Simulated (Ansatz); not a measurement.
A ladder of methods for CH5AlOSi (SMILES [CH2]1O[SiH2][AlH]1)

CH5AlOSi has 9 atoms, charge 0, and is taken as a singlet. SMILES: `[CH2]1O[SiH2][AlH]1`. The coordinates come from a PBE0-D4/def2-TZVP relaxation.

Each level gives the electronic atomisation energy (eV). The values are calculated. Electronic energies at fixed atoms, without zero-point motion or spin-orbit coupling.

| level | kind | program | value (eV) | less CCSD(T)/def2-SVP | CPU time (all runs) |
| --- | --- | --- | --- | --- | --- |
| HF/def2-SVP | Hartree–Fock | Ansatz | 21.78 | -6.58 | 2.1 s |
| BLYP/def2-SVP | GGA | Ansatz | 29.76 | +1.40 | 6.1 s |
| revPBE/def2-SVP | GGA | Ansatz | 29.49 | +1.13 | 6.1 s |
| r2SCAN/def2-SVP | meta-GGA | Ansatz | 30.40 | +2.04 | 13 s |
| BHLYP/def2-SVP | global hybrid | Ansatz | 29.18 | +0.82 | 6 s |
| HSE06/def2-SVP | range-separated hybrid | Ansatz | 30.08 | +1.72 | 6.6 s |
| wB97M-V/def2-SVP | range-separated hybrid | Ansatz | 30.73 | +2.37 | 41 s |
| B2PLYP/def2-SVP | double hybrid | Ansatz | 29.53 | +1.17 | 7.4 s |
| RPA@PBE/def2-SVP | RPA | Ansatz | 27.39 | -0.97 | 8.5 s |
| CCSD(T)/def2-SVP | coupled cluster or CI | Ansatz | 28.36 | 0.00 | 16 s |

CCSD(T)/def2-SVP is the highest level here, not the true value. The values span 21.78 to 30.73 eV. Times are those of the runs behind each value, whatever else they computed, on shared processors of several kinds: orders of magnitude only.

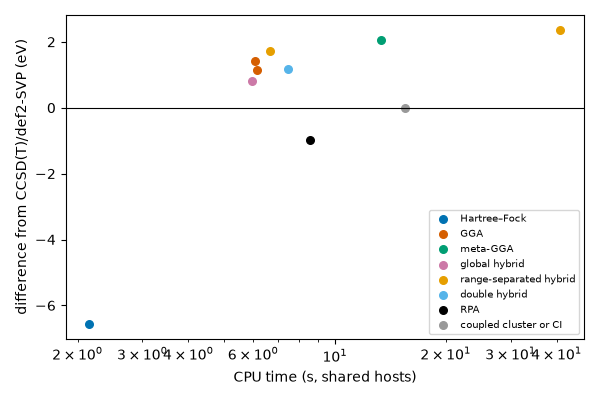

Difference from CCSD(T)/def2-SVP against processor time, one point a level.
